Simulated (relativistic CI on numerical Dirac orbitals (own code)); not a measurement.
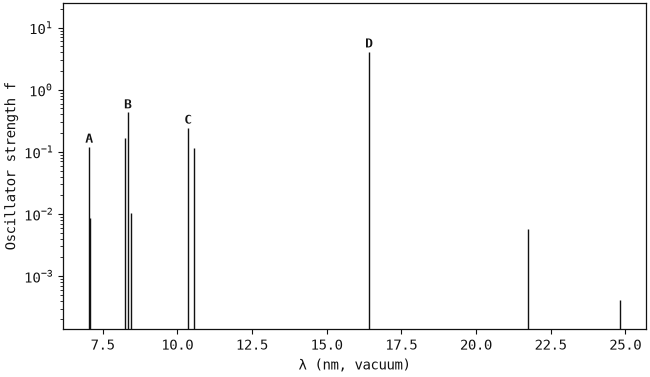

Computed spectrum: absorption lines from the lowest level (oscillator strengths f) of an atom or ion with 18 electrons. Level of the calculation: relativistic configuration interaction, KLI exchange-only orbitals, Breit term, model QED, unscaled Slater integrals (radial Dirac CI code).

Levels without a good LS label are named by their open jj subshells in square brackets.

Which ion is it, and what are the lettered lines?

Fe⁸⁺. A: 3s 3p⁶ 4p ¹P°₁ ← 3s² 3p⁶ ¹S₀, 7.055 nm, f = 0.12; B: 3s² 3p⁵ 4d ¹P°₁ ← 3s² 3p⁶ ¹S₀, 8.353 nm, f = 0.43; C: 3s² 3p⁵ 4s [3p₁/₂ 4s] J = 1 ← 3s² 3p⁶ ¹S₀, 10.37 nm, f = 0.24; D: 3s² 3p⁵ 3d ¹P°₁ ← 3s² 3p⁶ ¹S₀, 16.42 nm, f = 4.1.

Caveat: configurations can be misplaced by up to about 7 % of their energy; only a limited list of configurations is included, so lower levels can be missing; only lines among the lowest 70 of 912 levels are drawn.
